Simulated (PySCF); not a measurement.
# SiCl2F (SMILES F[Si](Cl)Cl): levels of theory compared

Aim: a comparison of 6 runs (UMP2/STO-3G, UMP2/3-21G, UMP2/6-31G, UMP2/6-31G*, UMP2/6-31G**, UMP2/6-311G**) of SiCl2F. Input form: a Python script.

Program for the calculation: PySCF 2.14.0.

**1. The molecule**

SiCl2F: 4 atoms, total charge 0, spin state doublet. As SMILES, `F[Si](Cl)Cl`. The shape is that of a GFN2-xTB optimisation.

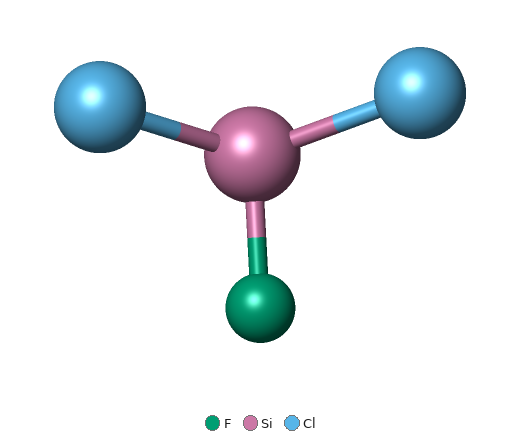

Viewed from a chosen angle; fluorine teal, silicon pink, chlorine blue.

**2. The energy at UMP2/STO-3G (run 1)**

File job.py:

```python
# F[Si](Cl)Cl
from pyscf import gto, mp

system = gto.M(
    atom=[
    ('F', (1.188320, -0.376450, 0.907180)),
    ('Si', (0.062910, -0.422220, -0.255610)),
    ('Cl', (-1.686390, -0.399210, 0.731740)),
    ('Cl', (0.435160, 1.197870, -1.383320)),
],
    max_memory=1860,
    basis='sto-3g',
    spin=1,
    verbose=3,
)

calc0 = system.UHF()
calc0.conv_tol = 1e-10
calc0.kernel()
if not calc0.converged:
    calc0 = calc0.newton().run(calc0.mo_coeff, calc0.mo_occ)

pt = mp.MP2(calc0, frozen=16).run()
e_tot = pt.e_tot
print('E(%s) = %.9f' % ('MP2', e_tot))
```

Run with:

```
$ OMP_NUM_THREADS=1 python job.py
```

What it wrote:

```text
converged SCF energy = -1292.88503493973  <S^2> = 0.75417406  2S+1 = 2.0041697
E(UMP2) = -1292.93550995064  E_corr = -0.0504750109129248
E(SCS-UMP2) = -1292.93707453117  E_corr = -0.0520395914413107
E(MP2) = -1292.935509951
```

It took 0.7 s on 1 thread of Intel Xeon Platinum 8488C (Sapphire Rapids), shared host; peak memory 0.12 GiB.

**3. The energy at UMP2/3-21G (run 2)**

File run.py:

```python
from pyscf import gto, mp

system = gto.M(
    atom='F 1.188320 -0.376450 0.907180; Si 0.062910 -0.422220 -0.255610; Cl -1.686390 -0.399210 0.731740; Cl 0.435160 1.197870 -1.383320',
    spin=1,
    max_memory=1860,
    verbose=3,
    basis='3-21g',
)

mf = system.UHF()
mf.conv_tol = 1e-10
mf.kernel()
if not mf.converged:
    mf = mf.newton().run(mf.mo_coeff, mf.mo_occ)

pt = mp.MP2(mf, frozen=16).run()
etot = pt.e_tot
print(f'total energy: {etot:.8f} hartree')
```

Run with:

```
$ OMP_NUM_THREADS=1 python run.py
```

What it wrote:

```text
converged SCF energy = -1300.98448276531  <S^2> = 0.75362883  2S+1 = 2.0036255
E(UMP2) = -1301.22906664624  E_corr = -0.244583880937761
E(SCS-UMP2) = -1301.22251510956  E_corr = -0.238032344251288
total energy: -1301.22906665 hartree
```

It took 0.87 s on 1 thread of Intel Xeon Platinum 8488C (Sapphire Rapids), shared host; peak memory 0.12 GiB.

Runs 3 to 5 aren't shown in full; the table further down has their settings and results.

**4. The energy at UMP2/6-311G(d,p) (run 6)**

File calc.py:

```python
from pyscf import gto, scf, mp

mol = gto.Mole()
mol.atom = '''
F      2.245599    -0.711387     1.714322
Si     0.118883    -0.797880    -0.483033
Cl    -3.186815    -0.754398     1.382788
Cl     0.822333     2.263646    -2.614096
'''
mol.charge = 0
mol.unit = 'bohr'
mol.verbose = 4
mol.basis = '6-311g**'
mol.max_memory = 1860
mol.spin = 1
mol.build()

myscf = scf.UHF(mol)
myscf.conv_tol = 1e-10
myscf.kernel()
if not myscf.converged:
    myscf = myscf.newton().run(myscf.mo_coeff, myscf.mo_occ)

pt = mp.MP2(myscf, frozen=16).run()
e_final = pt.e_tot
print('E(%s) = %.9f' % ('MP2', e_final))
```

Run with:

```
$ OMP_NUM_THREADS=1 python calc.py
```

What it wrote:

```text
PySCF version 2.14.0

[INPUT] num. atoms = 4
[INPUT] num. electrons = 57
[INPUT] charge = 0
[INPUT] spin (= nelec alpha-beta = 2S) = 1
[INPUT] symmetry False subgroup None
[INPUT] Mole.unit = bohr
[INPUT] Symbol           X                Y                Z      unit          X                Y                Z       unit  Magmom
[INPUT]  1 F      1.188319815665  -0.376449788545   0.907180134579 AA    2.245599000000  -0.711387000000   1.714322000000 Bohr   0.0
[INPUT]  2 Si     0.062910174366  -0.422219913049  -0.255610055722 AA    0.118883000000  -0.797880000000  -0.483033000000 Bohr   0.0
[INPUT]  3 Cl    -1.686389873418  -0.399210229564   0.731739897134 AA   -3.186815000000  -0.754398000000   1.382788000000 Bohr   0.0
[INPUT]  4 Cl     0.435159883387   1.197869876790  -1.383320030357 AA    0.822333000000   2.263646000000  -2.614096000000 Bohr   0.0

nuclear repulsion = 267.85608216814
number of shells = 44
number of NR pGTOs = 172
number of NR cGTOs = 96
basis = 6-311g**
ecp = {}

[... 69 lines left out ...]
converged SCF energy = -1307.53249504447  <S^2> = 0.75369751  2S+1 = 2.0036941
[... 1 line left out ...]
******** <class 'pyscf.mp.ump2.UMP2'> ********
nocc = (np.int64(13), np.int64(12)), nmo = (80, 80)
frozen orbitals 16
E(UMP2) = -1308.07706827556  E_corr = -0.544573231089976
E(SCS-UMP2) = -1308.05711677079  E_corr = -0.524621726319512
E_corr(same-spin) = -0.148691712678991
E_corr(oppo-spin) = -0.395881518410985
E(MP2) = -1308.077068276
```

It took 2.8 s on 1 thread of Intel Xeon Platinum 8488C (Sapphire Rapids), shared host; peak memory 0.24 GiB.

**5. Overview of the runs**

| run | level | energy (Eh) | dipole moment (D) of the reference | HOMO energy (eV) | LUMO energy (eV) | wall time |
| --- | --- | --- | --- | --- | --- | --- |
| 1 | UMP2/STO-3G | -1292.935510 | 2.61 | -8.31 | 3.05 | 0.7 s |
| 2 | UMP2/3-21G | -1301.229067 | 2.28 | -10.86 | -0.61 | 0.87 s |
| 3 | UMP2/6-31G | -1307.531219 | 2.40 | -11.00 | -0.75 | 1.2 s |
| 4 | UMP2/6-31G* (spherical functions) | -1307.923987 | 1.61 | -10.59 | 0.33 | 1.7 s |
| 5 | UMP2/6-31G** (spherical functions) | -1307.923987 | 1.61 | -10.59 | 0.33 | 1.7 s |
| 6 | UMP2/6-311G** | -1308.077068 | 1.80 | -10.71 | 0.22 | 2.8 s |

**6. Results**

```
                                                         quantity           value
                                              run 6: total energy  -1308.07707 Eh
                      run 6: dipole moment (Hartree–Fock density)          1.80 D
run 6: HOMO energy (Hartree–Fock orbitals) (highest over α and β)       -10.71 eV
 run 6: LUMO energy (Hartree–Fock orbitals) (lowest over α and β)         0.22 eV
              run 6: correlation energy (16 core orbitals frozen)      -544.6 mEh
                         run 6: ⟨S²⟩ of the reference determinant           0.754
```

In words: In run 1 the basis is minimal, so the values are rough. All runs together took 8.8 s, the longest 2.8 s.
